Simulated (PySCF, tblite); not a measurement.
# C2H7Cl2Si2 radical: geometry, infrared bands and EPR parameters

Aim: predict the infrared bands and EPR parameters of C2H7Cl2Si2 radical (`[SiH3][CH][C@H](Cl)[SiH2]Cl`).

Computed with tblite 0.8.0 and PySCF 2.14.0, with density-fitted response routines of our own, on a single molecule in the gas phase. Atoms count from 0, in the outputs and in this text.

### 1 The starting structure

13 atoms, charge 0, multiplicity 2; geometry from: force field or distance geometry start.

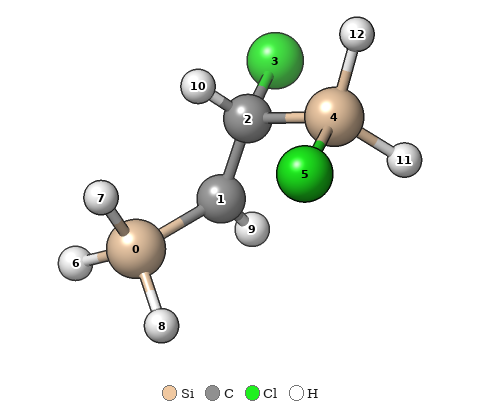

As it starts; silicon light orange, carbon grey, chlorine green, hydrogen white, atoms numbered.

### 2 Relaxing the molecule with GFN2-xTB

What the job is given:

```
{"job": {"kind": "relax", "xc": "GFN2-xTB", "basis": "xTB"}, "charge": 0, "multiplicity": 2}
Si    -1.910700    -0.968300     0.396000
C     -0.800200     0.286800    -0.300300
C      0.307300     0.887400     0.536200
Cl     0.350300     2.654900     0.129100
Si     2.028000     0.216100     0.283300
Cl     2.094900    -1.750400     0.862600
H     -3.314700    -0.475600     0.309000
H     -1.557700    -1.201600     1.819200
H     -1.780200    -2.225800    -0.372400
H     -0.942200     0.551900    -1.325500
H      0.054500     0.845600     1.598600
H      2.434900     0.243200    -1.153300
H      3.031400     0.936200     1.113500
```

Launch:

```console
OMP_NUM_THREADS=1 python probes_run.py task.json out
```

This one command runs all jobs of the session in turn.

**Question.** This job is followed by: GFN2-xTB harmonic vibrations, gas phase; UKS B3LYP, pcH-1 on C Cl H Si, non-relativistic, mean-field spin-orbit, GIAO. Predict these results of the whole session: strongest single infrared mode (GFN2-xTB); zero-point energy (GFN2-xTB); g(iso) (B3LYP); ⟨S²⟩; largest a(iso) (averaged by class); potential on the surface of density 0.002 e/bohr³, 1st and 99th percentile.

The runs gave:

| quantity | value |
| --- | --- |
| strongest single infrared mode (GFN2-xTB) | 2205 cm⁻¹, 355 km/mol |
| zero-point energy (GFN2-xTB) | 46.0 kcal/mol |
| g(iso) (B3LYP) | 2.00295 |
| ⟨S²⟩ | 0.754 (exact 0.75) |
| largest a(iso) (averaged by class) | 29Si on Si4, -121.8 MHz |
| potential on the surface of density 0.002 e/bohr³, 1st and 99th percentile | -0.56 V and 1.33 V |

In words: Over 37 steps the energy fell by 0.268 eV; of the close pairs, C2–Si4 changed most, 1.864 to 1.945 Å. The lowest mode is imaginary (38i cm⁻¹), so the xTB geometry is not a minimum: the zero-point energy counts the real modes alone, and all values at this geometry belong to a saddle point. The strongest single mode, at 2205 cm⁻¹, moves mainly H6. Unscaled tight-binding wavenumbers are off by several per cent, some by more. Its intensities can rank the bands wrongly. Most of the unpaired spin sits on C1 (0.93 e). The isotropic g lies 0.6 ppt above the free-electron value. These values are for one conformer; the search (at its own cheap level) found 2 more, at 0.56, 0.58 kcal/mol, and measured spectra average over such forms.
